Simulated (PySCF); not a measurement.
# AlH4NS: what the fields show

Input file:

```
import pyscf.grad
from pyscf import gto, dft

mol = gto.Mole()
mol.atom = '''
Al    -0.914201    -0.454965     0.272619
N     -2.379547    -0.872058     1.175006
S      0.913186    -0.064627     1.435075
H     -2.456039    -0.948326     2.184950
H     -3.278160    -1.073215     0.746297
H     -0.934637    -0.370763    -1.301678
H      1.660309     0.187616     0.334779
'''
mol.basis = 'def2-tzvpd'
mol.verbose = 3
mol.max_memory = 3720
mol.spin = 0
mol.build()

myscf = dft.RKS(mol)
myscf.xc = 'pbe0'
myscf = myscf.density_fit(auxbasis='def2-universal-jkfit')
myscf.grids.level = 3
myscf.max_cycle = 100
myscf.conv_tol = 1e-09
myscf.kernel()
if not myscf.converged:
    myscf = myscf.newton().run(myscf.mo_coeff, myscf.mo_occ)

energy = myscf.e_tot
print(f'total energy: {energy:.8f} hartree')
grad = myscf.Gradients().kernel()
dip = myscf.dip_moment()
pop, q = myscf.mulliken_pop()
```

Run with:

```sh
OMP_NUM_THREADS=2 python calc.py
```

Geometry: B3LYP-D4/def2-SVP.

All numbers below come from Gaussian-basis quantum chemistry of an isolated molecule with PySCF, energy and nuclear gradient, functional PBE0 (PySCF 2.14.0).

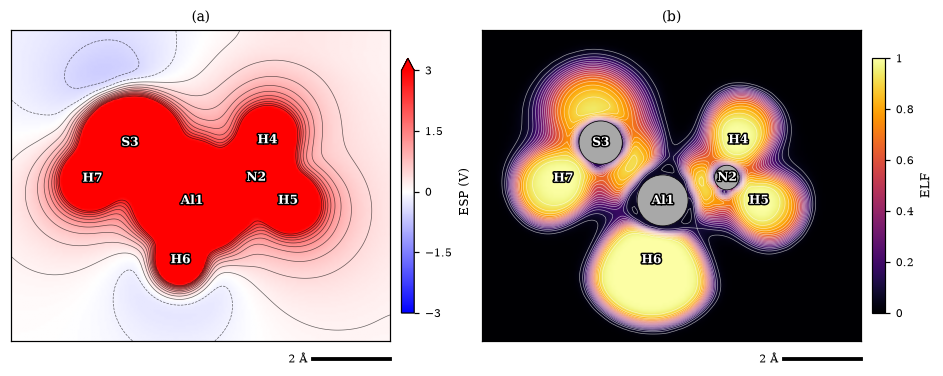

Figure 1. (a) molecular electrostatic potential; (b) electron localisation function on the molecular plane. Grey discs cover the atomic cores in the ELF map.

What does the map show?

Answer. The plane passes through Al, N, S and H nuclei.
Al–N (1.77 Å): the ELF peaks at about 0.90 in the valence shell of N, 0.7 Å from its nucleus, and is about 0.65 at the midpoint.
Al–S (2.20 Å): the ELF peaks at about 0.90 in the valence shell of S, 1.0 Å from its nucleus, and is about 0.90 at the midpoint.
N–H (1.02 Å): the ELF climbs to about 1 towards the hydrogen, as it does in any bond to H: an ordinary covalent bond to hydrogen.
S–H (1.35 Å): the ELF climbs to about 1 towards the hydrogen.
Al–H (1.58 Å): the ELF climbs to about 1 towards the hydrogen.
The ELF also peaks beside S3, away from the bonds: lone-pair regions.
Outside the dense part of the molecule the potential is most negative (−0.6 V) near S3.

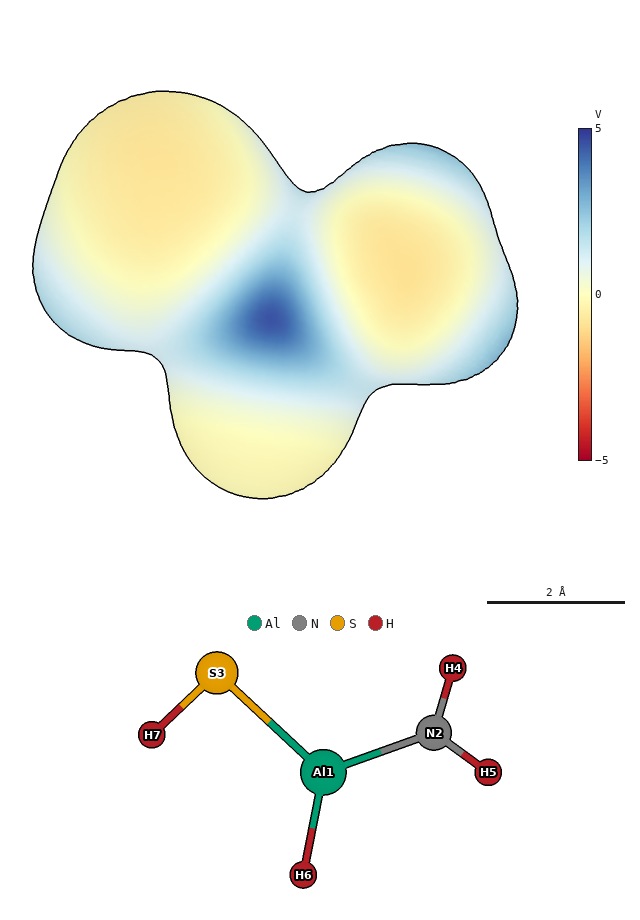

Figure 2. The electrostatic potential painted on the density surface at 0.004 e/bohr³, seen across its widest extent; red is negative and blue positive. The bare structure is drawn below in the same view.

Where is the surface potential most negative and most positive?

Answer. The most negative region (about −0.9 V) lies over N2 and S3, the most positive (about +4.3 V) over Al1.

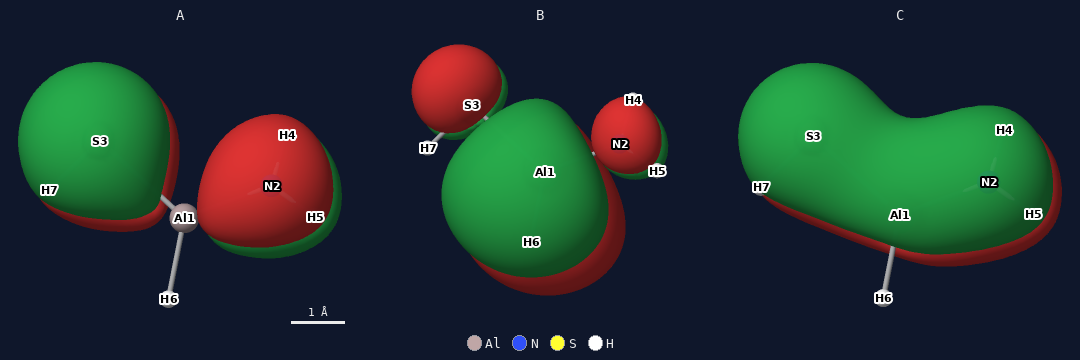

Figure 3. Three frontier orbitals at ±0.06 Å⁻³ᐟ² (green and red are the two phases), in no order.

Which picture is the HOMO−1, the HOMO and the LUMO?

Answer. C is the HOMO−1 (−7.97 eV). By Hirshfeld shares it lies mainly on N2 (about 40 %), S3 (about 35 %) and Al1 (about 20 %); it changes sign across the molecular plane (π type); π-bonding across Al1–N2 and Al1–S3. A is the HOMO (−7.35 eV). Its weight (Hirshfeld) is mainly on S3 (about 50 %) and N2 (about 30 %); it changes sign across the molecular plane (π type). B is the LUMO (−0.44 eV). It lies mainly on Al1 (about 70 %), S3 (about 10 %), H6 (about 10 %) and N2 (about 5 %); it changes sign across the molecular plane (π type).

What is the HOMO–LUMO gap?

Answer. 6.91 eV between the orbital energies.
